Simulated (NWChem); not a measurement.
# CH4S2 (methyl hydrodisulfide): PBE/6-31G(d) (spherical functions)

Aim: the electronic atomisation energy of CH4S2 (methyl hydrodisulfide) at PBE/6-31G* (spherical functions), from 4 runs. 

Program for the calculation: NWChem 7.3.0.

4 further runs of the same task are left out: 1 that didn't finish, 3 set aside as unsound or not needed.

## Step 1: The system as given

CH4S2 has 7 atoms, charge 0, and is taken as a singlet. SMILES: `CSS`. The coordinates come from a PBE0-D4/def2-TZVP relaxation. This is one conformer, not always the lowest.

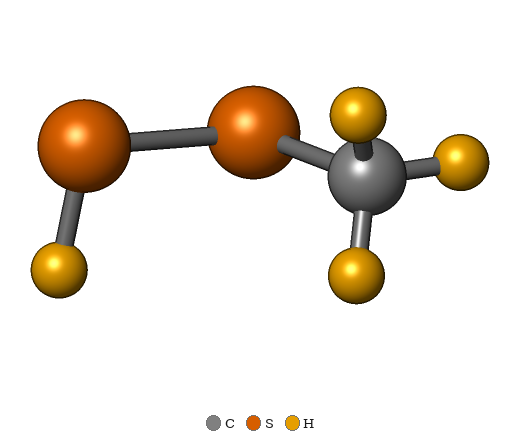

The structure, seen from a chosen angle (carbon grey, sulfur orange, hydrogen amber).

## Step 2: The energy at PBE/6-31G(d) (spherical functions) (run 1)

Input file ch4s2.nw:

```
start ch4s2
memory 2200 mb
charge 0
geometry units angstroms noautosym nocenter noautoz
  C     -0.757700     0.531000    -0.254500
  S      0.410700     0.313400     1.100600
  S      1.938900    -0.712100     0.227800
  H     -1.170500    -0.425600    -0.574100
  H     -0.285300     1.039300    -1.094100
  H     -1.562500     1.156200     0.139800
  H      1.487600    -1.970200     0.408600
end
basis "ao basis" spherical bse
  * library 6-31G*
end
dft
  xc xpbe96 cpbe96
  grid fine
  convergence energy 1e-08
  iterations 100
  mulliken
  print low
end
task dft
```

Launch:

```bash
$ nwchem ch4s2.nw > ch4s2.out
```

The log of the run:

```text
[...]
 d= 0,ls=0.0,diis     1   -836.4063686601 -9.87D+02  1.42D-02  3.39D-01     0.9
[...]
 d= 0,ls=0.0,diis    10   -836.4429833469 -3.66D-09  7.17D-07  1.42D-09     7.2
         Total DFT energy =     -836.442983346926
      One electron energy =    -1452.308387400793
           Coulomb energy =      523.635406313973
    Exchange-Corr. energy =      -57.915625566232
 Nuclear repulsion energy =      150.145623306126
[...]
      Total Density - Mulliken Population Analysis
     ---------------------------------------------
    Atom       Charge   Shell Charges
 -----------   ------   -------------------------------------------------------
    1 C    6     6.64   2.00  0.67  2.10  0.72  1.12  0.03
    2 S   16    15.97   2.00  2.00  5.97  1.38  2.98  0.51  1.05  0.08
    3 S   16    16.14   2.00  2.00  5.97  1.39  3.04  0.53  1.16  0.07
    4 H    1     0.80   0.52  0.28
    5 H    1     0.79   0.52  0.27
    6 H    1     0.79   0.52  0.28
    7 H    1     0.87   0.50  0.37
[...]
```

Run time: 7.8 s. Hardware: 1 thread of Intel Xeon 6975P-C (Granite Rapids), shared host; peak memory 0.11 GiB.

## Step 3: The C atom, same level (run 2)

Input file work.nw:

```
start work
memory stack 880 mb heap 220 mb global 1100 mb
geometry units bohr noautosym nocenter noautoz
 C      0.00000000     0.00000000     0.00000000
end
basis spherical bse
 C library 6-31G*
end
dft
 xc xpbe96 cpbe96
 mult 3
 grid fine
 convergence energy 1e-08
 maxiter 100
 mulliken
 noprint "final vectors analysis"
end
task dft energy
```

Run the same way, it converges to -37.78132 Eh (log not shown).

Run 3 isn't shown in full; the table further down has it.

## Step 4: The S atom, same level (run 4)

Input file calc.nw:

```
start calc
title "S"
memory 2200 mb
charge 0

geometry noautosym nocenter noautoz
  S      0.000000     0.000000     0.000000
end

basis spherical bse
  S library 6-31G*
end

dft
  xc xpbe96 cpbe96
  mult 3
  grid fine
  convergence energy 1e-08
  maxiter 100
  mulliken
  print low
end

task dft energy
```

Run the same way, it converges to -397.90709 Eh (log not shown).

## Step 5: The series

| run | level | partner | energy (Eh) | wall time |
| --- | --- | --- | --- | --- |
| 1 | PBE/6-31G* (spherical functions) | base | -836.442983 | 7.8 s |
| 2 | UPBE/6-31G* (spherical functions) | atoms | -37.781320 | 0.7 s |
| 3 | UPBE/6-31G* (spherical functions) | atoms | -0.497432 | 0.62 s |
| 4 | UPBE/6-31G* (spherical functions) | atoms | -397.907094 | 1.4 s |

## Step 6: Outcome

Level: PBE/6-31G* (spherical functions).

| quantity | value |
| --- | --- |
| S atom: total energy | -397.90709 Eh |
| S atom: ⟨S²⟩ | 2.002 |
| electronic atomisation energy | 23.341 eV |

In words: Taking the molecule apart into free atoms costs 23.34 eV (2252 kJ/mol), before zero-point energy and without spin-orbit coupling. All runs together took 11 s, the longest 7.8 s.
